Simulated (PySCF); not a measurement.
**BeCl₂H₂Mg, a complex of two parts: interaction energy**

Wanted: the interaction energy for `[BeH2]` with `[Cl][Mg][Cl]`.

Programs: PySCF 2.14.0. All values are calculated, for the isolated system unless a continuum is named. Atoms count from 0, parts from 1.

### 1 The system as given

6 atoms, charge 0, multiplicity 1; geometry: GFN2-xTB. Parts: 1 = atoms 0–2, `[BeH2]`, charge 0; 2 = atoms 3–5, `[Cl][Mg][Cl]`, charge 0.

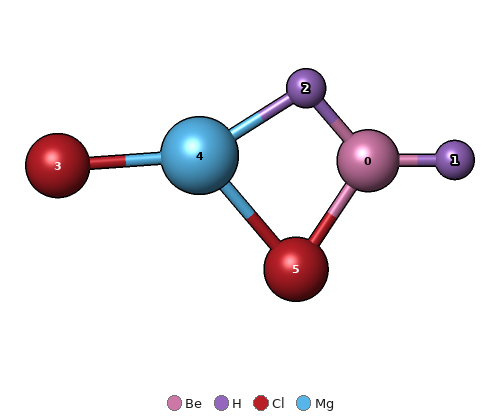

The starting geometry (beryllium pink, hydrogen purple, chlorine red, magnesium blue), atoms numbered.

### 2 Geometry optimisation at PBE0-D3(BJ)/def2-SVPD

The job: settings as JSON, then the geometry in Å.

```
{"job": {"xc": "PBE0", "basis": "def2-SVPD", "d3": "d3bj", "grid": 2, "kind": "geom", "shake": 0.01}, "charge": 0, "multiplicity": 1, "parts": [{"atoms": "0-2", "charge": 0, "multiplicity": 1}, {"atoms": "3-5", "charge": 0, "multiplicity": 1}]}
Be    -0.347938    -0.340181    -0.089177
H     -0.242505    -0.727421     1.131556
H      0.442404     0.631940    -0.828744
Cl    -0.814638     1.161343    -4.431222
Mg    -0.520296     0.574756    -2.426781
Cl    -1.783543    -0.899411    -1.263504
```

Run with:

```bash
$ OMP_NUM_THREADS=1 python cluster_run.py task.json out
```

The driver reads the jobs from task.json and runs them one after another.

**Question.** The jobs that follow are: CCSD(T)/aug-cc-pVDZ and MP2/aug-cc-pVTZ counterpoise interaction energy, frozen core, gas phase. Predict: point group; rotational constants (main isotopes); interaction energy, CCSD(T) limit estimate; MP2/aug-cc-pVTZ; T1 diagnostic.

As calculated:

```
                                  quantity                  value
                               point group                     Cs
      rotational constants (main isotopes)  11.54, 1.33, 1.19 GHz
interaction energy, CCSD(T) limit estimate        -55.49 kcal/mol
                           MP2/aug-cc-pVTZ        -55.27 kcal/mol
                             T1 diagnostic                 0.0074
```

**Reading.** Over 12 steps the energy fell by 0.264 eV; of the close pairs, Be0–Cl5 changed most, 1.937 to 2.054 Å. No frequency check was run at this level, so the end point may be a saddle. The interaction energy leaves out the deformation of the parts, 24.77 kcal/mol at MP2. So large a deformation means that a part is far from its own minimum, so a sum across the two methods would be rough. The estimate adds CCSD(T) less MP2 in the small basis (+0.72 kcal/mol) to extrapolated MP2. Hartree-Fock gives -50.08 against -55.49 kcal/mol. Tight-binding geometries are rough for metal atoms; that holds for every run here that uses one unrelaxed.
